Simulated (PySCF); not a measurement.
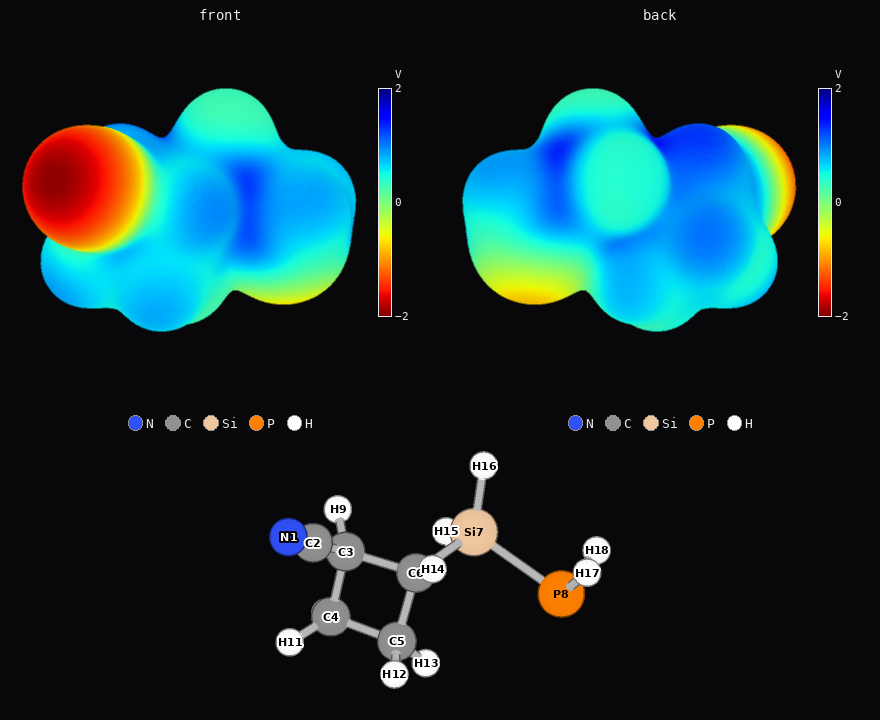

C5H10NPSi. The electrostatic potential painted on the density surface at 0.002 e/bohr³, seen from the front and from behind; the colour scale runs from red (negative) to blue (positive). The bare structure is drawn below in the same view.

Geometry: GFN2-xTB.

Theory: PBE0/pcSseg-1, SCF density, gas phase, non-relativistic in PySCF 2.14.0.

```xyz
18

N    -2.1530    3.0945    0.2262
C    -1.7371    2.0816   -0.1070
C    -1.1971    0.8068   -0.4789
C    -1.9087   -0.3793    0.2057
C    -0.7202   -0.5341    1.1615
C     0.0916    0.4553    0.3055
Si    1.4408   -0.3533   -0.7636
P     2.8127   -1.4248    0.6409
H    -1.1245    0.7532   -1.5674
H    -2.0384   -1.2246   -0.4668
H    -2.8644   -0.1413    0.6698
H    -0.9304   -0.1624    2.1634
H    -0.3072   -1.5398    1.2423
H     0.4893    1.3014    0.8703
H     0.8325   -1.3732   -1.6288
H     2.0534    0.6732   -1.6176
H     3.5067   -0.2959    1.0389
H     3.7452   -1.7311   -0.3325
```

Question: Where is the surface potential most negative and most positive?

Answer: The most negative region (about −1.9 V, or −44 kcal/mol for a unit charge) lies over N1, the most positive (about +1.3 V, or +30 kcal/mol for a unit charge) over Si7 and H9. N1 is the likeliest acceptor of a hydrogen bond.

Question: How polar is the molecule by this calculation?

Answer: Its dipole moment is 3.57 D.
